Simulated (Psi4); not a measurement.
# NO (nitric oxide) at 4 levels

We compute a comparison of 4 runs (UB3LYP/6-31G*, U-r2SCAN/pcseg-2, UB3LYP/cc-pCVTZ, UTPSS-VV10/aug-cc-pV(T+d)Z) of NO (nitric oxide). 

The calculation is run with Psi4 1.11.

5 further runs of the same task are left out: 1 that didn't finish, 4 set aside as unsound or not needed.

## Step 1: The system as given

NO has 2 atoms, charge 0, and is taken as a doublet. SMILES: `[N]=O`. The shape is that of a GFN2-xTB optimisation.

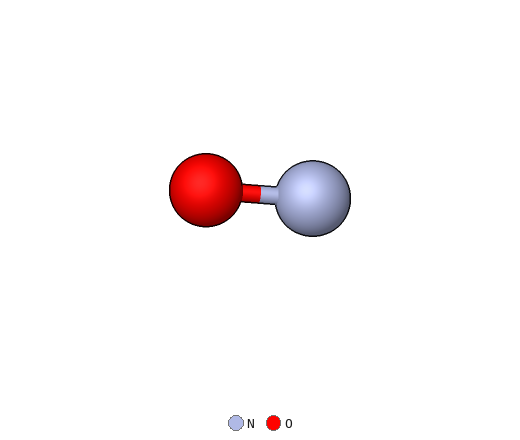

Viewed from a chosen angle; nitrogen light blue, oxygen red.

## Step 2: Energy and forces at UB3LYP/6-31G(d) (spherical functions) (run 1)

job.py

```python
import psi4

psi4.set_memory('1600 MB')
psi4.set_num_threads(1)
psi4.set_output_file('output.dat', False)

m = psi4.geometry("""
0 2
N
O 1 1.155335
symmetry c1
no_reorient
no_com
""")

psi4.set_options({
    'basis': '6-31G*',
    'reference': 'uks',
    'puream': True,
    'e_convergence': 1e-09,
    'd_convergence': 1e-08,
    'scf_type': 'pk',
    'dft_radial_points': 99,
    'dft_spherical_points': 590,
    'maxiter': 200,
})

e, wfn = psi4.gradient("B3LYP", return_wfn=True)
psi4.oeprop(wfn, "WIBERG_LOWDIN_INDICES", "MAYER_INDICES", "LOWDIN_CHARGES")
print('gradient / Eh bohr^-1')
print(e.np.round(6))
print(f'energy = {wfn.energy():.10f} Eh')
for k, v in sorted(psi4.core.scalar_variables().items()):
    print(f'{k:45s} {v:18.10f}')
```

Launch:

```sh
$ python job.py
```

output.dat:

```text
[...]
  Running in c1 symmetry.
[...]
  Nuclear repulsion =   25.649637375756829
[...]
  Multiplicity = 2
[...]
  Nalpha       = 8
  Nbeta        = 7
[...]
    Number of basis functions: 28
[...]
   @UKS iter   1:  -129.86664213357787   -3.65305e-01   7.30055e-03 ADIIS/DIIS
[...]
   @UKS iter  11:  -129.88514201843290   -2.78533e-12   6.79748e-09 DIIS
[...]
   @S^2 Observed:                7.524979106E-01
[...]
    Orbital Energies [Eh]
    ---------------------
    Alpha Occupied:
       1A    -19.286070     2A    -14.472664     3A     -1.243831
       4A     -0.684972     5A     -0.531643     6A     -0.505271
       7A     -0.480755     8A     -0.213237
    Alpha Virtual:
       9A     -0.102591    10A      0.318537    11A      0.623822
      12A      0.636987    13A      0.649579    14A      0.726380
      15A      0.831857    16A      0.880815    17A      0.890224
      18A      1.465023    19A      1.471978    20A      1.475437
      21A      1.510949    22A      1.511023    23A      1.912744
      24A      1.915018    25A      2.425421    26A      2.566391
[...]
  @UKS Final Energy:  -129.88514201843290
   => Energetics <=
    Nuclear Repulsion Energy =             25.6496373757568286
    One-Electron Energy =                -227.7114304616607683
    Two-Electron Energy =                  84.5952387128618142
    DFT Exchange-Correlation Energy =     -12.4185876453907742
    Empirical Dispersion Energy =           0.0000000000000000
    VV10 Nonlocal Energy =                  0.0000000000000000
    Total Energy =                       -129.8851420184329015
[...]
 Multipole Moments:
 ------------------------------------------------------------------------------------
     Multipole            Electronic (a.u.)      Nuclear  (a.u.)        Total (a.u.)
 ------------------------------------------------------------------------------------
 L = 1.  Multiply by 2.5417464519 to convert [e a0] to [Debye]
 Dipole X            :          0.0000000            0.0000000            0.0000000
 Dipole Y            :         -0.0000000            0.0000000           -0.0000000
 Dipole Z            :          0.0305023            0.0043806            0.0348830
 Magnitude           :                                                    0.0348830
[...]
  -Total Gradient:
     Atom            X                  Y                   Z
    ------   -----------------  -----------------  -----------------
       1        0.000000000000     0.000000000000     0.006143343129
       2        0.000000000000     0.000000000000    -0.006143982862
[...]
```

The script printed:

```text
gradient / Eh bohr^-1
[[ 0.        0.        0.006143]
 [ 0.        0.       -0.006144]]
energy = -129.8851420184 Eh
CURRENT ENERGY                                   -129.8851420184
CURRENT REFERENCE ENERGY                         -129.8851420184
DD SOLVATION ENERGY                                 0.0000000000
DFT FUNCTIONAL TOTAL ENERGY                      -129.8851420184
DFT TOTAL ENERGY                                 -129.8851420184
DFT VV10 ENERGY                                     0.0000000000
DFT XC ENERGY                                     -12.4185876454
GRID ELECTRONS ALPHA                                7.9999999988
GRID ELECTRONS BETA                                 7.0000000000
GRID ELECTRONS TOTAL                               14.9999999988
NUCLEAR REPULSION ENERGY                           25.6496373758
ONE-ELECTRON ENERGY                              -227.7114304617
PCM POLARIZATION ENERGY                             0.0000000000
PE ENERGY                                           0.0000000000
SCF ITERATION ENERGY                             -129.8851420184
SCF ITERATIONS                                     11.0000000000
SCF TOTAL ENERGY                                 -129.8851420184
TWO-ELECTRON ENERGY                                84.5952387129
XC GRID RADIAL POINTS                              99.0000000000
XC GRID SPHERICAL POINTS                          590.0000000000
XC GRID TOTAL POINTS                           108429.0000000000
```

Wall time 5.4 s (1 thread of Intel Xeon Platinum 8375C at 2.90GHz (Ice Lake), shared host); peak memory 0.3 GiB.

## Step 3: The energy at U-r2SCAN/pcseg-2 (run 2)

no.json

```json
{
 "schema_name": "qcschema_input",
 "schema_version": 1,
 "molecule": {
  "schema_name": "qcschema_molecule",
  "schema_version": 2,
  "symbols": ["N", "O"],
  "geometry": [-0.92640044, 0.33911135, -0.46738596, 0.92640044, -0.33911135, 0.46738596],
  "molecular_charge": 0,
  "molecular_multiplicity": 2,
  "fix_symmetry": "c1"
 },
 "driver": "energy",
 "model": {
  "method": "r2scan",
  "basis": "pcseg-2"
 },
 "keywords": {
  "reference": "uks",
  "puream": true,
  "e_convergence": 1e-09,
  "d_convergence": 1e-08,
  "scf_type": "pk",
  "dft_radial_points": 99,
  "dft_spherical_points": 590,
  "maxiter": 200,
  "scf_properties": ["LOWDIN_CHARGES", "MAYER_INDICES", "MULLIKEN_CHARGES"]
 }
}
```

Launch:

```sh
$ psi4 --qcschema no.json -n 1 --memory 1600MB
```

stdout:

```text
[...]
  Running in c1 symmetry.
[...]
  Nuclear repulsion =   25.649631870830021
[...]
  Multiplicity = 2
[...]
  Nalpha       = 8
  Nbeta        = 7
[...]
    Number of basis functions: 60
[...]
   @UKS iter   1:  -129.84566244420446   -3.22419e-01   4.91416e-03 ADIIS/DIIS
[...]
   @UKS iter  11:  -129.87869335961517   -4.41958e-11   9.74424e-09 DIIS
[...]
   @S^2 Observed:                7.536231133E-01
[...]
  @UKS Final Energy:  -129.87869335961517
   => Energetics <=
    Nuclear Repulsion Energy =             25.6496318708300208
    One-Electron Energy =                -227.7521748936055985
    Two-Electron Energy =                  87.5154612477670355
    DFT Exchange-Correlation Energy =     -15.2916115846066116
    Empirical Dispersion Energy =           0.0000000000000000
    VV10 Nonlocal Energy =                  0.0000000000000000
    Total Energy =                       -129.8786933596151698
[...]
 Multipole Moments:
 ------------------------------------------------------------------------------------
     Multipole            Electronic (a.u.)      Nuclear  (a.u.)        Total (a.u.)
 ------------------------------------------------------------------------------------
 L = 1.  Multiply by 2.5417464519 to convert [e a0] to [Debye]
 Dipole X            :          0.0000000            0.0000000            0.0000000
 Dipole Y            :         -0.0000000           -0.0000000           -0.0000000
 Dipole Z            :          0.0475952            0.0043806            0.0519758
 Magnitude           :                                                    0.0519758
[...]
  Mulliken Charges: (a.u.)
   Center  Symbol    Alpha    Beta     Spin     Total
       1     N     3.80262  3.10362  0.69900  0.09375
       2     O     4.19738  3.89638  0.30100 -0.09375
   Total alpha =  8.00000, Total beta =  7.00000, Total charge = -0.00000
  Lowdin Charges: (a.u.)
   Center  Symbol    Alpha    Beta     Spin     Total
       1     N     3.84639  3.18944  0.65695 -0.03583
       2     O     4.15361  3.81056  0.34305  0.03583
  Total alpha =  8.00000, Total beta =  7.00000, Total charge = -0.00000
[...]
```

The result, in JSON:

```text
{
 "driver": "energy",
 "model": {
  "method": "r2scan",
  "basis": "pcseg-2"
 },
 "success": true,
 "return_result": -129.87869335961517,
 "properties": {
  "calcinfo_nbasis": 60,
  "calcinfo_nmo": 60,
  "calcinfo_nalpha": 8,
  "calcinfo_nbeta": 7,
  "calcinfo_natom": 2,
  "nuclear_repulsion_energy": 25.64963187083002,
  "return_energy": -129.87869335961517,
  "scf_one_electron_energy": -227.7521748936056,
  "scf_two_electron_energy": 87.51546124776704,
  "scf_xc_energy": -15.291611584606612,
  "scf_dipole_moment": [4.219817858280607e-15, -8.969884327307356e-16, 0.0519758076146406],
  "scf_total_energy": -129.87869335961517,
  "scf_iterations": 11
 }
}
```

It took 12 s on 1 thread of Intel Xeon Platinum 8375C at 2.90GHz (Ice Lake), shared host; peak memory 0.71 GiB.

## Step 4: Energy and one-electron properties at UB3LYP/cc-pCVTZ (Cholesky decomposition) (run 3)

calc.inp

```
memory 1.6 GB

molecule mol {
  0 2
  N     -0.490230     0.179450    -0.247330
  O      0.490230    -0.179450     0.247330
}

set {
  basis     cc-pCVTZ
  reference uks
  scf_type  cd
}

e_tot, wfn = energy("b3lyp", return_wfn=True)
oeprop(wfn, "DIPOLE", "MAYER_INDICES", "MBIS_CHARGES", "MULTIPOLE(3)", "LOWDIN_CHARGES", title="B3LYP")
```

Launch:

```sh
$ psi4 -i calc.inp -o calc.out -n 1
```

calc.out:

```text
[...]
  Running in c2v symmetry.
[...]
  Nuclear repulsion =   25.649631851368536
[...]
  Multiplicity = 2
[...]
  Nalpha       = 8
  Nbeta        = 7
[...]
    Number of basis functions: 86
[...]
   @UKS iter   1:  -129.91709827952891   -3.68309e-01   5.71215e-03 ADIIS/DIIS
[...]
   @UKS iter   9:  -129.94267912923138   -2.73297e-08   5.20236e-07 DIIS
[...]
   @S^2 Observed:                7.530914108E-01
[...]
    Orbital Energies [Eh]
    ---------------------
    Alpha Occupied:
       1A1   -19.267527     2A1   -14.457636     3A1    -1.246199
       4A1    -0.693264     1B1    -0.539379     1B2    -0.511894
       5A1    -0.489413     2B1    -0.222468
    Alpha Virtual:
       2B2    -0.111159     6A1     0.233822     7A1     0.406229
       3B1     0.409660     3B2     0.415929     8A1     0.491765
       9A1     0.548641     4B1     0.592642     4B2     0.599755
       1A2     0.921056    10A1     0.922793    11A1     1.024759
       5B1     1.119151     5B2     1.119784     2A2     1.514467
      12A1     1.515662    13A1     1.565019     6B1     1.988115
[...]
  @UKS Final Energy:  -129.94267912923138
   => Energetics <=
    Nuclear Repulsion Energy =             25.6496318513685360
    One-Electron Energy =                -227.8118141061609379
    Two-Electron Energy =                  84.6424472694289420
    DFT Exchange-Correlation Energy =     -12.4229441438679196
    Empirical Dispersion Energy =           0.0000000000000000
    VV10 Nonlocal Energy =                  0.0000000000000000
    Total Energy =                       -129.9426791292313794
[...]
 Multipole Moments:
 ------------------------------------------------------------------------------------
     Multipole            Electronic (a.u.)      Nuclear  (a.u.)        Total (a.u.)
 ------------------------------------------------------------------------------------
 L = 1.  Multiply by 2.5417464519 to convert [e a0] to [Debye]
 Dipole X            :          0.0000000            0.0000000            0.0000000
 Dipole Y            :          0.0000000            0.0000000            0.0000000
 Dipole Z            :          0.0299376            0.0043806            0.0343182
 Magnitude           :                                                    0.0343182
[...]
```

Wall time 7.2 s (1 thread of Intel Xeon Platinum 8375C at 2.90GHz (Ice Lake), shared host); peak memory 0.34 GiB.

Atomic charges (e):

| atom | Löwdin | MBIS |
| --- | --- | --- |
| N1 | -0.128 | +0.040 |
| O2 | +0.128 | -0.040 |

## Step 5: A single-point energy at UTPSS-VV10/aug-cc-pV(T+d)Z (DKH3, density fitting) (run 4)

no.json

```json
{
  "schema_name": "qcschema_input",
  "schema_version": 1,
  "molecule": {
    "schema_name": "qcschema_molecule",
    "schema_version": 2,
    "symbols": ["N", "O"],
    "geometry": [-0.92640044, 0.33911135, -0.46738596, 0.92640044, -0.33911135, 0.46738596],
    "molecular_charge": 0,
    "molecular_multiplicity": 2
  },
  "driver": "energy",
  "model": {
    "method": "tpss-nl",
    "basis": "aug-cc-pV(T+d)Z"
  },
  "keywords": {
    "reference": "uks",
    "scf_type": "df",
    "relativistic": "dkh",
    "dkh_order": 3
  }
}
```

Launch:

```sh
$ psi4 --qcschema no.json -n 1 --memory 1600MB
```

stdout:

```text
[...]
  Running in c2v symmetry.
[...]
  Nuclear repulsion =   25.649631870830021
[...]
  Multiplicity = 2
[...]
  Nalpha       = 8
  Nbeta        = 7
[...]
    Number of basis functions: 92
[...]
   @DF-UKS iter   1:  -129.91310124630692   -2.97719e-01   6.92419e-03 ADIIS/DIIS
[...]
   @DF-UKS iter   9:  -129.95767280664197   -9.57448e-09   3.08776e-07 DIIS
[...]
   @S^2 Observed:                7.530318973E-01
[...]
    Orbital Energies [Eh]
    ---------------------
    Alpha Occupied:
       1A1   -19.031064     2A1   -14.240754     3A1    -1.167439
       4A1    -0.635037     1B1    -0.478398     1B2    -0.467085
       5A1    -0.433142     2B1    -0.171495
    Alpha Virtual:
       2B2    -0.146048     6A1     0.028973     7A1     0.060385
       3B1     0.066952     3B2     0.070174     8A1     0.125288
       4B1     0.135919     4B2     0.140620     9A1     0.229950
       1A2     0.312067    10A1     0.312646    11A1     0.344670
       5B1     0.438895     5B2     0.440155    12A1     0.459893
       6B1     0.517703     6B2     0.524423    13A1     0.553380
[...]
  @DF-UKS Final Energy:  -129.95767280664197
   => Energetics <=
    Nuclear Repulsion Energy =             25.6496318708300208
    One-Electron Energy =                -227.8411126798088731
    Two-Electron Energy =                  87.5449859744390295
    DFT Exchange-Correlation Energy =     -15.3925026625506778
    Empirical Dispersion Energy =           0.0000000000000000
    VV10 Nonlocal Energy =                  0.0813246904485348
    Total Energy =                       -129.9576728066419662
[...]
 Multipole Moments:
 ------------------------------------------------------------------------------------
     Multipole            Electronic (a.u.)      Nuclear  (a.u.)        Total (a.u.)
 ------------------------------------------------------------------------------------
 L = 1.  Multiply by 2.5417464519 to convert [e a0] to [Debye]
 Dipole X            :          0.0000000            0.0000000            0.0000000
 Dipole Y            :          0.0000000            0.0000000            0.0000000
 Dipole Z            :          0.0694873            0.0043806            0.0738679
 Magnitude           :                                                    0.0738679
[...]
```

The result, in JSON:

```text
{
 "driver": "energy",
 "model": {
  "method": "tpss-nl",
  "basis": "aug-cc-pV(T+d)Z"
 },
 "success": true,
 "return_result": -129.95767280664197,
 "properties": {
  "calcinfo_nbasis": 92,
  "calcinfo_nmo": 92,
  "calcinfo_nalpha": 8,
  "calcinfo_nbeta": 7,
  "calcinfo_natom": 2,
  "nuclear_repulsion_energy": 25.64963187083002,
  "return_energy": -129.95767280664197,
  "scf_one_electron_energy": -227.84111267980887,
  "scf_two_electron_energy": 87.54498597443903,
  "scf_vv10_energy": 0.08132469044853477,
  "scf_xc_energy": -15.392502662550678,
  "scf_dipole_moment": [1.6085792381354006e-85, 0.0, 0.07386792050422741],
  "scf_total_energy": -129.95767280664197,
  "scf_iterations": 9
 }
}
```

Wall time 16 s (1 thread of Intel Xeon Platinum 8375C at 2.90GHz (Ice Lake), shared host); peak memory 0.52 GiB.

## Step 6: The series

| run | level | task | integrals | energy (Eh) | dipole moment (D) | HOMO energy (eV) | LUMO energy (eV) | wall time |
| --- | --- | --- | --- | --- | --- | --- | --- | --- |
| 1 | UB3LYP/6-31G* (spherical functions) | gradient | pk | -129.885142 | 0.09 | -5.80 | -2.79 | 5.4 s |
| 2 | U-r2SCAN/pcseg-2 | energy | pk | -129.878693 | 0.13 | -5.02 | -4.04 | 12 s |
| 3 | UB3LYP/cc-pCVTZ (Cholesky decomposition) | properties | cd | -129.942679 | 0.09 | -6.05 | -3.02 | 7.2 s |
| 4 | UTPSS-VV10/aug-cc-pV(T+d)Z (DKH3, density fitting) | energy | df | -129.957673 | 0.19 | -4.67 | -3.97 | 16 s |

## Step 7: What came out

| quantity | value |
| --- | --- |
| run 4: total energy | -129.95767 Eh |
| run 4: dipole moment | 0.19 D |
| run 4: HOMO energy (highest over α and β) | -4.67 eV |
| run 4: LUMO energy (lowest over α and β) | -3.97 eV |
| run 4: ⟨S²⟩ | 0.753 |

What this shows: The dipole moment (its size) runs from 0.09 D (UB3LYP/cc-pCVTZ) to 0.19 D (UTPSS-VV10/aug-cc-pV(T+d)Z). The two ends differ in method and basis and Hamiltonian. Totals of different functionals can't be ranked against each other. All runs together took 41 s, the longest 16 s.
